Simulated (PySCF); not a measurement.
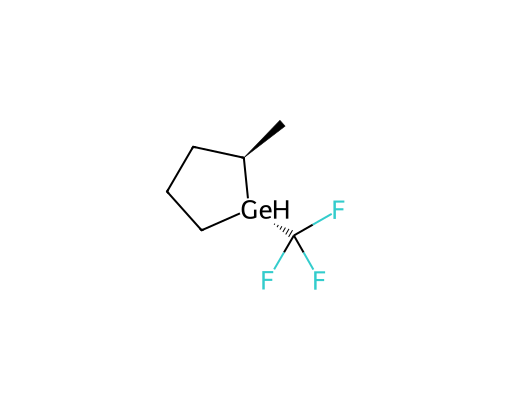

The picture comes from a calculation with PySCF.

2D structure.

Question: Write the SMILES.

Answer: C[C@@H]1CC[CH2][Ge@H]1[C](F)(F)F

Question: Give the formula, hydrogens included.

Answer: C6H11F3Ge.

Question: An optimisation with PBE0-D3(BJ)/def2-SVP gave a structure of which point group?

Answer: C1.
